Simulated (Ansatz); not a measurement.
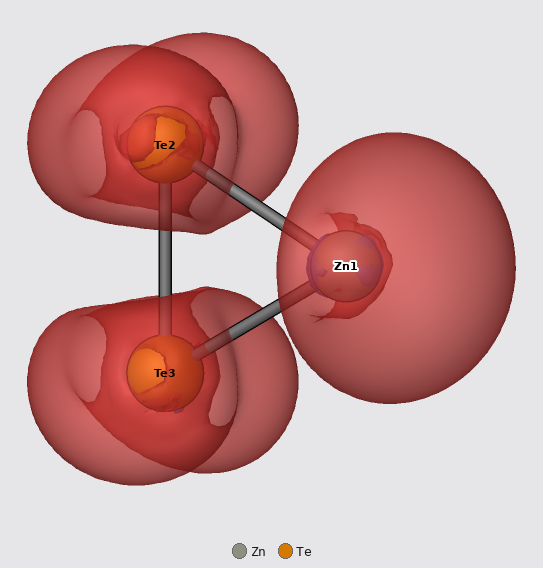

The picture shows: Te$_{2}$Zn (triplet). Isosurfaces of the spin density (α minus β) at +0.015 (red) and −0.015 e/Å³ (blue), seen at a tilt.

Geometry: B3LYP-D4/def2-TZVP; core potentials replace the inner electrons of Te.

Level of theory: UKS PBE0-D4/def2-TZVP (Ansatz 0.2.0).

Where is the unpaired spin?

Answer. The unpaired spin (2 electrons) lies mostly on Te2 (about 0.6) and Te3 (about 0.6), in electrons by Hirshfeld's partition.
